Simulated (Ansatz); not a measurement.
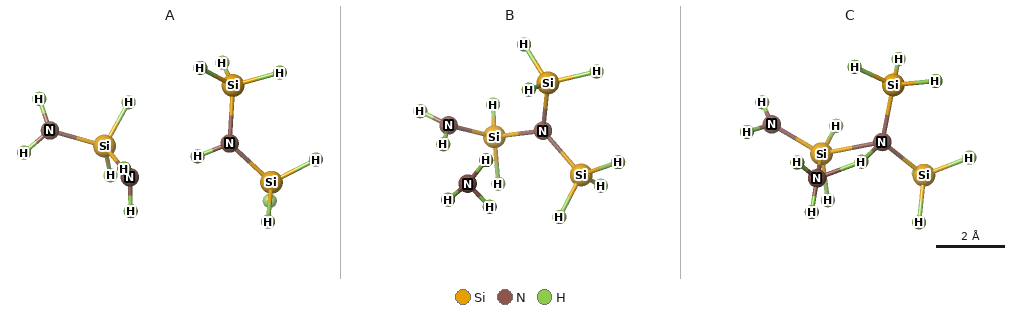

Three geometries of Si₃N₃H₁₃: a saddle point and the two relaxed ends that it joins, in shuffled order. A ball-and-stick model, seen face on. Sticks join atoms that are closer than about 1.2 times the sum of their covalent radii (a little more with hydrogen).

Stationary points at PBE0-D4/def2-TZVP, single-point energies with CCSD(T)/CBS, PBE-QIDH, r2SCAN0-D4 (def2-TZVPP where no basis is named; Ansatz 0.2.0). The energies are electronic, without zero-point or thermal terms, and both ends are the relaxed geometries reached downhill from the saddle, with any fragments still in contact. CCSD(T)/CBS stands for a frozen-core estimate: MP2 correlation extrapolated from def2-TZVPP and def2-QZVPP, CCSD(T) minus MP2 from the smaller set.

Which frame is the transition state, what reaction does it lead through, and what barrier is to be expected?

Frame C is the saddle point. Counted by bonded pieces, A holds SiH₆N₂ + Si₂H₇N and B holds NH₃ + Si₃H₁₀N₂. From A over the saddle to B, bonds form: N–Si (3.83 → 2.01 → 1.74 Å), H–N (2.10 → 1.40 → 1.01 Å). Bonds break: N–Si (1.73 → 1.93 → 3.79 Å), H–N (1.02 → 1.19 → 3.45 Å). The saddle has one imaginary mode, 1007i cm⁻¹. With CCSD(T)/CBS the barrier is 32.9 kcal/mol from A and 38.6 kcal/mol from B, and B lies 5.6 kcal/mol below A.

```csv
level,barrier from A (kcal/mol),barrier from B (kcal/mol),B less A (kcal/mol)
CCSD(T)/CBS,32.9,38.6,−5.6
PBE-QIDH,31.9,37.0,−5.1
r2SCAN0-D4,31.6,36.8,−5.2
```
